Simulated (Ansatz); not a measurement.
The figure comes from a scan of Y3Al3NiGe2 (space group P-62m): the cell is scaled evenly about its relaxed volume V₀. Method: r2SCAN (plane waves to 500 eV, PAW, scalar-relativistic; Ansatz, a quantum-chemistry and plane-wave program). k mesh 8×8×11 (Γ-centred), Fermi-Dirac smearing 0.05 eV. The energy includes the smearing's −TS. Y3Al3NiGe2 is run without spin polarisation. Y3Al3NiGe2 was relaxed with its symmetry unable to fall. The zero of ΔE is the relaxed starting cell.

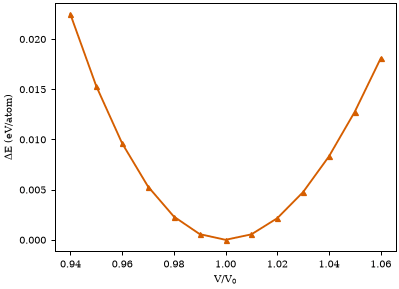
Figure. ΔE (eV/atom) against V/V₀; markers are the computed points, lines only join them.

Task: List the plotted points as numbers.

Result: To the nearest 0.001:

```csv
V/V₀,ΔE (eV/atom)
0.940,0.022
0.950,0.015
0.960,0.010
0.970,0.005
0.980,0.002
0.990,0.001
1.000,0.000
1.010,0.001
1.020,0.002
1.030,0.005
1.040,0.008
1.050,0.013
1.060,0.018
```

(Under strain, the slope of the energy per volume gives the stress and its curvature an elastic modulus.)
